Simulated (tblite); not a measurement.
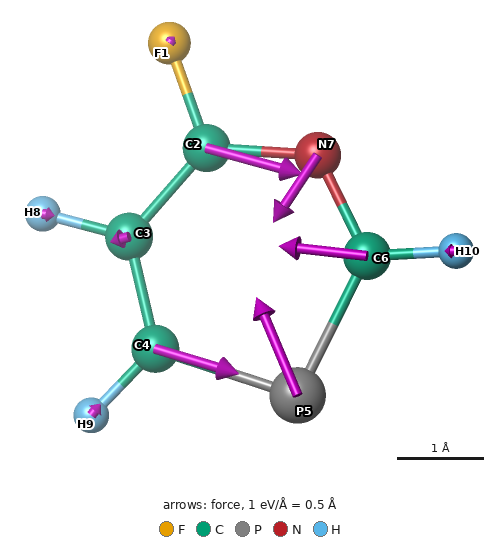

Starting geometry of C$_{4}$H$_{3}$FNP with the computed forces as purple arrows. A ball-and-stick model, seen at a tilt.

Computed with GFN2-xTB geometry optimisation, gas phase in tblite. 

### Is this structure relaxed? If not, where do the atoms go?

It isn't relaxed: the largest force vector, on P5, is 2.58 eV/Å. The final displacements follow the starting forces only in part (cosine between the two patterns 0.72). The largest move after the best rigid fit is that of H10, 0.081 Å. By element the largest moves are H 0.081 Å, C 0.078 Å, P 0.061 Å, F 0.044 Å, N 0.043 Å. Among the contacts that change: C4–P5 1.840 → 1.743 Å, P5–C6 1.829 → 1.746 Å, C2–N7 1.361 → 1.308 Å, C6–N7 1.350 → 1.312 Å. Bond angles that change, for instance: C2–C3–C4 123.9° → 120.6°, C3–C4–H9 121.1° → 118.4°. The energy falls by 33.2 kJ/mol in 15 geometry steps. Cost: 0.08 s on 1 thread of Arm Neoverse V1, on a shared host.
